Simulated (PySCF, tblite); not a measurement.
# C₄H₅BO₃: geometry, infrared bands and NMR shifts

Wanted: the infrared bands and NMR shifts of C₄H₅BO₃ (`OB(O)c1ccoc1`), by calculation.

Programs: tblite 0.8.0 and PySCF 2.14.0, with density-fitted response routines of our own. Each step states its level of theory. These are calculated values for one molecule in the gas phase, unless marked as measured. Atoms count from 0, in the outputs and in this text.

### 1 The starting structure

13 atoms, charge 0, multiplicity 1; geometry from: force field or distance geometry start.

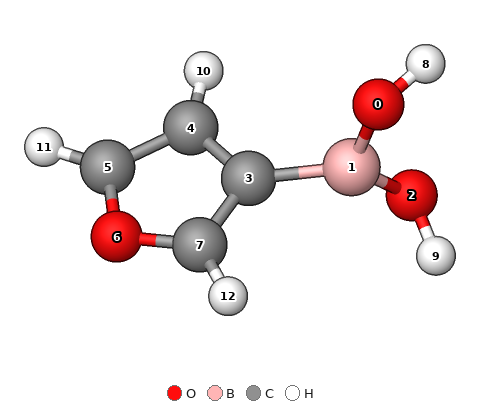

The starting geometry (oxygen red, boron pink, carbon grey, hydrogen white), atoms numbered; sticks join atoms by distance.

### 2 Geometry optimisation with GFN2-xTB

What the job is given:

```
{"job": {"kind": "relax", "xc": "GFN2-xTB", "basis": "xTB"}, "charge": 0, "multiplicity": 1}
O     -1.995400     1.381300    -0.334900
B     -1.438000     0.069400    -0.045200
O     -2.194300    -0.974000     0.668500
C      0.121900    -0.012100    -0.103800
C      1.035300     0.283100     0.881600
C      2.278000     0.030600     0.296000
O      2.097800    -0.393500    -0.940400
C      0.828300    -0.433700    -1.198300
H     -2.694200     1.659800     0.283600
H     -2.539200    -1.640900     0.009100
H      0.871400     0.637800     1.860300
H      3.257500     0.143800     0.741800
H      0.366400    -0.751100    -2.135900
```

Started as:

```sh
OMP_NUM_THREADS=1 python probes_run.py task.json out
```

The driver reads the jobs from task.json and runs them one after another.

**Question.** This job is followed by: GFN2-xTB harmonic vibrations, gas phase; GIAO PBE0/pcSseg-1 NMR shielding, non-relativistic, gas phase. Predict these results of the whole session: strongest single infrared mode (GFN2-xTB); zero-point energy (GFN2-xTB); 13C shifts against TMS (PBE0/pcSseg-1); 1H shifts against TMS (PBE0/pcSseg-1, means over atoms taken as alike); 17O shifts against H2O (PBE0/pcSseg-1, means over atoms taken as alike); 11B shifts against BF3·OEt2 (PBE0/pcSseg-1).

The runs gave:

```
                                                               quantity                           value
                              strongest single infrared mode (GFN2-xTB)           1261 cm⁻¹, 390 km/mol
                                           zero-point energy (GFN2-xTB)                   57.2 kcal/mol
                                 13C shifts against TMS (PBE0/pcSseg-1)  152.7, 147.9, 122.3, 122.2 ppm
 1H shifts against TMS (PBE0/pcSseg-1, means over atoms taken as alike)      7.58, 7.58, 7.10, 4.26 ppm
17O shifts against H2O (PBE0/pcSseg-1, means over atoms taken as alike)                311.5, 111.9 ppm
                            11B shifts against BF3·OEt2 (PBE0/pcSseg-1)                        24.6 ppm
```

Over 91 steps the energy fell by 1.358 eV; of the close pairs, B1–O2 changed most, 1.473 to 1.365 Å. All 33 modes are real, so the xTB geometry is a minimum. The strongest single mode, at 1261 cm⁻¹, moves mainly B1. Unscaled tight-binding wavenumbers are off by several per cent, some by more. Its intensities can rank the bands wrongly. At PBE0/pcSseg-1: The largest span, 379 ppm, is at O6, where the paramagnetic term is -373 ppm. NICS(1)zz of -27 ppm above the planar ring from C3 marks a diatropic (aromatic) ring current.
